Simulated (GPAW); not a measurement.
# Surface energy and work function of Ba(100) from slabs of 4 to 14 layers (PBE)

How do energy and work function of Ba(100) films settle with thickness, and what surface energy follows?

How it was computed: GPAW 26.7.0, plane waves at 450 eV with PAW setups; symmetric 1×1 slabs cut at the tabulated lattice constant (two decimals; low-temperature values for the alkali metals), atoms at bulk places, 7.5 Å of vacuum on each side, one in-plane mesh for all thicknesses, Fermi-Dirac smearing of 0.1 eV. Energies are extrapolated to zero smearing and count from the program's reference atoms. Functional PBE. The cell's area is 25.200 Å².

Results, with one row withheld:

| layers | energy (eV) | work function (eV) |
| --- | --- | --- |
| 4 | −6.4454 | 2.35 |
| 5 | −8.3172 | 2.37 |
| 6 | −10.1937 | 2.36 |
| 7 | −12.0582 | 2.36 |
| 8 | −13.9265 | 2.36 |
| 9 | −15.7962 | 2.36 |
| 10 | −17.6638 | 2.36 |
| 11 | −19.5329 | 2.36 |
| 12 | −21.4022 | 2.36 |
| 14 | ? | ? |

To predict: What surface energy do these runs give, and what energy and work function should the 14-layer slab have?

A: A slab of n layers has E(n) = nε + 2Aγ once its middle is bulk-like. A line through n = 6 to 12 has the slope ε = −1.8683 eV a layer and the intercept 2Aγ = 1.0184 eV (r.m.s. residual 1.3 meV). So γ = 1.0184 / (2 × 25.200 Å²) = 0.0202 eV/Å² = 0.32 J/m², with a standard error of under 0.01 J/m² from the scatter about the line. For 14 layers: 1.0184 + 14 × (−1.8683) = −25.138 eV; the run gives −25.139 eV, 1.6 meV under the line. The work function has no such law: from 6 to 12 layers it stays at 2.36 eV, and the 14-layer slab gives 2.36 eV. The thinnest slab, 4 layers, lies −0.01 eV from that mean.

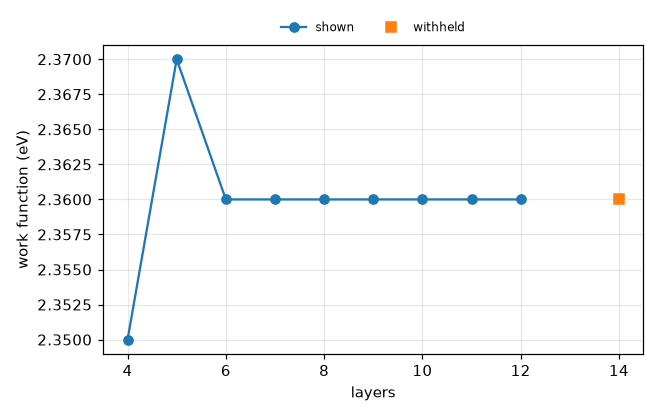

Work function against thickness.

Caveats: The surfaces are unrelaxed, so γ is an upper bound for this functional and lattice constant. The tabulated lattice constant isn't the functional's own, which strains the slab a little. Spin-orbit coupling is left out.
